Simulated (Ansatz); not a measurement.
```xyz
6
charge 0, multiplicity 1
O     0.0864    1.0490   -0.9099
Ge    0.0759   -0.1023    0.3968
F     1.1995   -1.6790   -0.1009
F    -1.5023   -0.7681    0.5564
H    -0.2077    0.6880   -1.7510
H     0.5468    0.5284    1.6929
```

Geometry: moved along internal coordinates away from the minimum.

Work out the structure from the coordinates.

It has 6 atoms: 2 fluorine, 1 germanium, 2 hydrogen and 1 oxygen (F₂GeH₂O). Its SMILES string is `[OH][GeH]([F])[F]`. Coordination: 1 O bent; 1 Ge tetrahedral.

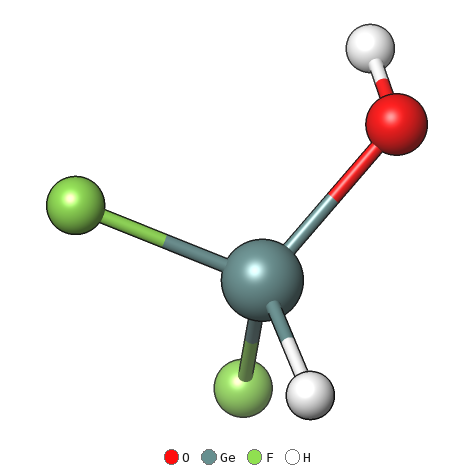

Source: calculation with Ansatz.
